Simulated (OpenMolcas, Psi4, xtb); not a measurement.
A ladder of methods for SnSiH4ClF (SMILES [F][SnH]([SiH3])[Cl])

SnSiH4ClF has 8 atoms, charge 0, and is taken as a singlet. As SMILES, `[F][SnH]([SiH3])[Cl]`. Geometry: relaxed at PBE0-D4/def2-TZVP.

Each level gives the HOMO–LUMO gap (eV). The values are calculated.

```tsv
level	kind	program	value (eV)	CPU time
GFN1-xTB	semi-empirical	xtb	4.18	under 2 s
HF/def2-SVP (core potential)	Hartree–Fock	OpenMolcas	13.30	15 s
SVWN5/def2-SVP (core potential)	LDA	OpenMolcas	5.00	35 s
BLYP/def2-SVP (core potential)	GGA	OpenMolcas	5.07	47 s
TPSS/def2-SVP (core potential)	meta-GGA	OpenMolcas	5.46	62 s
r2SCAN/def2-SVP (core potential)	meta-GGA	OpenMolcas	5.73	62 s
BHLYP/def2-SVP (core potential)	global hybrid	OpenMolcas	9.35	40 s
PBE0/def2-SVP (core potential)	global hybrid	OpenMolcas	7.32	43 s
CAM-B3LYP/def2-SVP (density fitting, core potential)	range-separated hybrid	Psi4	9.62	4.8 s
B2PLYP/def2-SVP (core potential)	double hybrid	OpenMolcas	9.59	28 s
```

The values span 4.18 to 13.30 eV. Orbital gaps aren't excitation energies, and those of double hybrids come from the SCF part alone; they tend to grow with the share of exact exchange. Times are those of the runs behind each value, whatever else they computed, on shared processors of several kinds: orders of magnitude only.

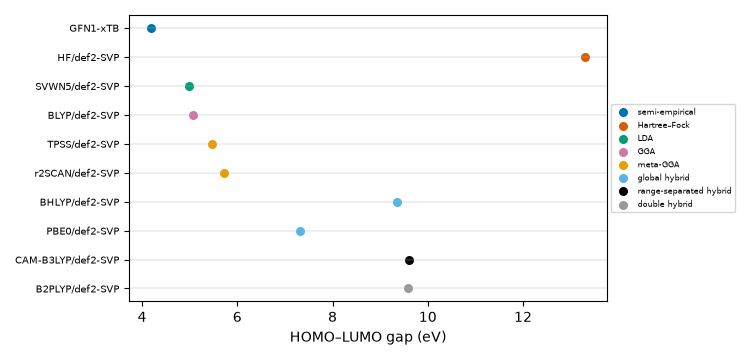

The values of the table, level by level.
